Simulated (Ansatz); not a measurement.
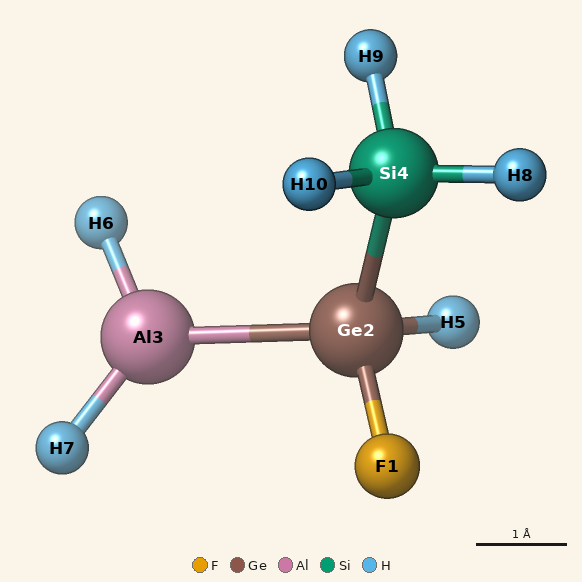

Orthographic view. Distant atoms are faded towards the background colour. The geometry was computed by an optimisation with PBE-D4/def2-SVP. No frequency run is at hand to confirm it as a minimum.

Write the connection table.

F1: Ge2
Ge2: F1, Al3, Si4, H5
Al3: Ge2, H6, H7
Si4: Ge2, H8, H9, H10
H5: Ge2
H6: Al3
H7: Al3
H8: Si4
H9: Si4
H10: Si4
